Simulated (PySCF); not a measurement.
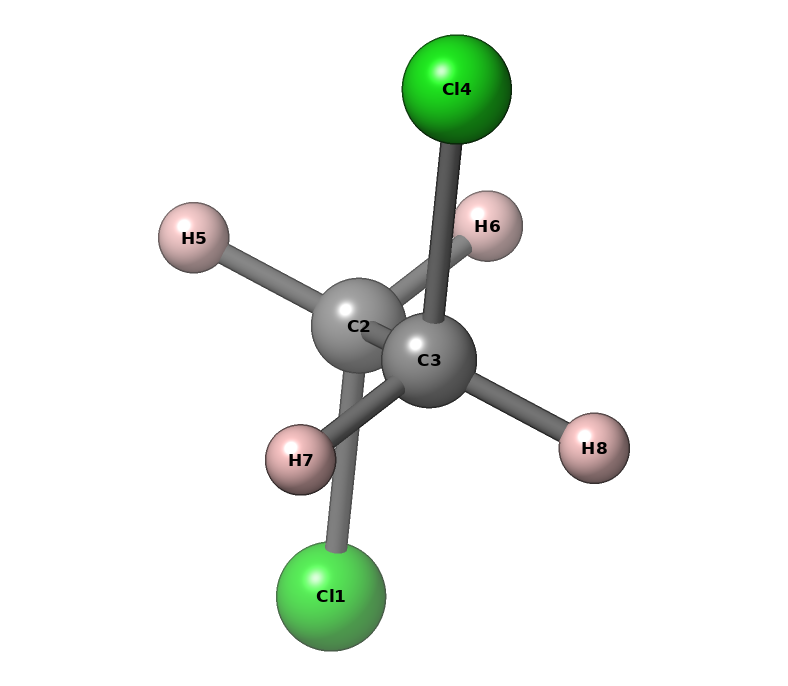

C2 lies behind C3. The molecule seen a little off the C3–C2 bond, C3 in front. Distant atoms are faded towards the background colour. The geometry was computed by an optimisation with PBE0-D3(BJ)/def2-SVP. No frequency run is at hand to confirm it as a minimum.

**What is the torsion angle Cl4–C3–C2–Cl1? The sign is positive where the front bond must turn clockwise to cover the back bond.**

180°, antiperiplanar (anti). The bonds about C3–C2 are staggered.
